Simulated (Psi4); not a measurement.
# GeSiH6O (SMILES [SiH3][O][GeH3]) at PBE/cc-pVTZ (density fitting with def2-universal-jkfit, sweep point 6)

Aim: the vertical ionisation energy of GeSiH6O at PBE/cc-pVTZ (density fitting with def2-universal-jkfit, sweep point 6), from 2 runs. 

Program for the calculation: Psi4 1.11.

**1. The system as given**

The species is GeSiH6O (9 atoms), meant as a singlet with charge 0. As SMILES, `[SiH3][O][GeH3]`. The shape is that of a PBE0-D4/def2-TZVP optimisation.

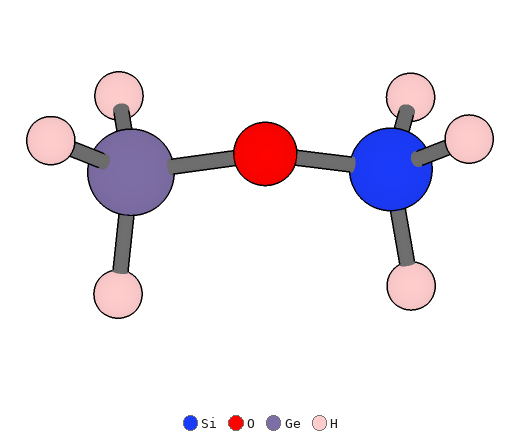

Viewed from a chosen angle; silicon blue, oxygen red, germanium purple, hydrogen pink.

**2. A single-point energy at PBE/cc-pVTZ (density fitting with def2-universal-jkfit, sweep point 6)**

File job.in:

```
memory 1.6 GB

molecule molecule1 {
  0 1
  Si    -1.29748596     1.95227606    -1.74119365
  O      1.12004067     0.38153570    -0.64137305
  Ge     1.53030022    -1.98326757     1.70396605
  H     -3.20781010     0.21391700    -2.86199022
  H     -0.37000838     3.71293389    -3.71652437
  H     -2.56171273     3.42191607     0.30103337
  H      4.36677913    -2.56171273     1.73287886
  H     -0.03552685    -4.30952043     0.94183950
  H      0.62228681    -0.91538333     4.24942714
  units au
  symmetry c1
}

set basis cc-pVTZ
set reference rks
set puream true
set scf_type df
set dft_radial_points 99
set dft_spherical_points 590
set df_basis_scf def2-universal-jkfit

E, wfn = energy("pbe", return_wfn=True)
```

Command:

```
$ psi4 -n 1 job.in job.out
```

job.out:

```text
[...]
  Running in c1 symmetry.
[...]
  Nuclear repulsion =  267.000615602578193
[...]
  Multiplicity = 1
[...]
  Nalpha       = 30
  Nbeta        = 30
[...]
    Number of basis functions: 191
[...]
   @DF-RKS iter   1: -2443.37758034996295   -1.72935e+00   1.24290e-02 DIIS/ADIIS
[...]
   @DF-RKS iter   9: -2444.88170982943939   -6.32454e-08   3.76085e-07 DIIS
[...]
    Orbital Energies [Eh]
    ---------------------
    Doubly Occupied:
       1A   -397.088009     2A    -65.435628     3A    -49.195238
       4A    -43.808454     5A    -43.807764     6A    -43.807745
       7A    -18.750949     8A     -5.993772     9A     -5.063160
      10A     -4.210080    11A     -4.207053    12A     -4.207014
      13A     -3.475256    14A     -3.473155    15A     -3.473104
      16A     -1.121814    17A     -1.115460    18A     -1.115440
      19A     -1.113038    20A     -1.112922    21A     -0.887734
      22A     -0.536060    23A     -0.465009    24A     -0.373697
      25A     -0.354619    26A     -0.352218    27A     -0.307678
      28A     -0.307465    29A     -0.267882    30A     -0.256863
[...]
  @DF-RKS Final Energy: -2444.88170982943939
   => Energetics <=
    Nuclear Repulsion Energy =            267.0006156025781934
    One-Electron Energy =               -3934.9924956798017774
    Two-Electron Energy =                1333.3348079425156811
    DFT Exchange-Correlation Energy =    -110.2246376947313138
    Empirical Dispersion Energy =           0.0000000000000000
    VV10 Nonlocal Energy =                  0.0000000000000000
    Total Energy =                      -2444.8817098294393872
[...]
 Multipole Moments:
 ------------------------------------------------------------------------------------
     Multipole            Electronic (a.u.)      Nuclear  (a.u.)        Total (a.u.)
 ------------------------------------------------------------------------------------
 L = 1.  Multiply by 2.5417464519 to convert [e a0] to [Debye]
 Dipole X            :          6.7415585           -6.7048542            0.0367043
 Dipole Y            :         -8.6057223            8.2723423           -0.3333800
 Dipole Z            :          7.4139119           -7.0784929            0.3354190
 Magnitude           :                                                    0.4743367
[...]
```

Run time: 25 s. Hardware: 1 thread of AMD EPYC 9R45 (Zen 5), shared host; peak memory 1.5 GiB.

**3. The doublet cation**

File job.dat:

```
memory 1600 MB

molecule {
  1 2
  Si    -1.29748596     1.95227606    -1.74119365
  O      1.12004067     0.38153570    -0.64137305
  Ge     1.53030022    -1.98326757     1.70396605
  H     -3.20781010     0.21391700    -2.86199022
  H     -0.37000838     3.71293389    -3.71652437
  H     -2.56171273     3.42191607     0.30103337
  H      4.36677913    -2.56171273     1.73287886
  H     -0.03552685    -4.30952043     0.94183950
  H      0.62228681    -0.91538333     4.24942714
  units au
  symmetry c1
}

set basis cc-pVTZ
set reference uks
set puream true
set scf_type df
set dft_radial_points 99
set dft_spherical_points 590
set maxiter 100
set df_basis_scf def2-universal-jkfit

E, wfn = energy('pbe', return_wfn=True)
```

Command:

```
$ psi4 job.dat job.out -n 1
```

job.out:

```text
[...]
  Running in c1 symmetry.
[...]
  Nuclear repulsion =  267.000615602578193
[...]
  Multiplicity = 2
[...]
  Nalpha       = 30
  Nbeta        = 29
[...]
    Number of basis functions: 191
[...]
   @DF-UKS iter   1: -2443.11265232741971   -1.46442e+00   1.21953e-02 DIIS/ADIIS
[...]
   @DF-UKS iter  15: -2444.51256557147099   -1.32306e-07   3.41962e-07 DIIS
[...]
   @S^2 Observed:                7.538506636E-01
[...]
    Orbital Energies [Eh]
    ---------------------
    Alpha Occupied:
       1A   -397.301913     2A    -65.661992     3A    -49.409596
       4A    -44.023159     5A    -44.022402     6A    -44.021381
       7A    -19.034827     8A     -6.207528     9A     -5.290975
      10A     -4.425088    11A     -4.421568    12A     -4.418604
      13A     -3.703583    14A     -3.702033    15A     -3.699036
      16A     -1.338222    17A     -1.331005    18A     -1.328204
      19A     -1.325794    20A     -1.325746    21A     -1.157044
      22A     -0.765445    23A     -0.689228    24A     -0.611164
      25A     -0.609703    26A     -0.583122    27A     -0.533472
      28A     -0.510578    29A     -0.504696    30A     -0.490572
    Alpha Virtual:
[...]
  @DF-UKS Final Energy: -2444.51256557147099
   => Energetics <=
    Nuclear Repulsion Energy =            267.0006156025781934
    One-Electron Energy =               -3921.5924485266068586
    Two-Electron Energy =                1319.9807536013211120
    DFT Exchange-Correlation Energy =    -109.9014862487638879
    Empirical Dispersion Energy =           0.0000000000000000
    VV10 Nonlocal Energy =                  0.0000000000000000
    Total Energy =                      -2444.5125655714709865
  UHF NO Occupations:
  HONO-2 :   28  A 1.9995801
  HONO-1 :   29  A 1.9992581
[...]
 Multipole Moments:
 ------------------------------------------------------------------------------------
     Multipole            Electronic (a.u.)      Nuclear  (a.u.)        Total (a.u.)
 ------------------------------------------------------------------------------------
 L = 1.  Multiply by 2.5417464519 to convert [e a0] to [Debye]
 Dipole X            :          5.7046068           -6.7048542           -1.0002475
 Dipole Y            :         -7.8370504            8.2723423            0.4352919
 Dipole Z            :          6.8260237           -7.0784929           -0.2524693
 Magnitude           :                                                    1.1196941
[...]
```

Run time: 57 s. Hardware: 1 thread of AMD EPYC 9R45 (Zen 5), shared host; peak memory 1.5 GiB.

**4. Results**

Level: PBE/cc-pVTZ (density fitting with def2-universal-jkfit, sweep point 6).

| quantity | value |
| --- | --- |
| singlet GeSiH6O: total energy | -2444.88171 Eh |
| singlet GeSiH6O: dipole moment | 1.21 D |
| singlet GeSiH6O: HOMO energy | -6.99 eV |
| singlet GeSiH6O: LUMO energy | -1.13 eV |
| singlet GeSiH6O: HOMO–LUMO gap | 5.86 eV |
| doublet cation: total energy | -2444.51257 Eh |
| doublet cation: HOMO energy (highest over α and β) | -13.14 eV |
| doublet cation: LUMO energy (lowest over α and β) | -13.04 eV |
| doublet cation: ⟨S²⟩ | 0.754 |
| vertical ionisation energy (to the doublet cation) | 10.045 eV |

What this shows: The vertical ionisation energy comes to 10.04 eV (232 kcal/mol). −ε(HOMO) before ionisation, 6.99 eV, is 3.06 eV below this ionisation energy.
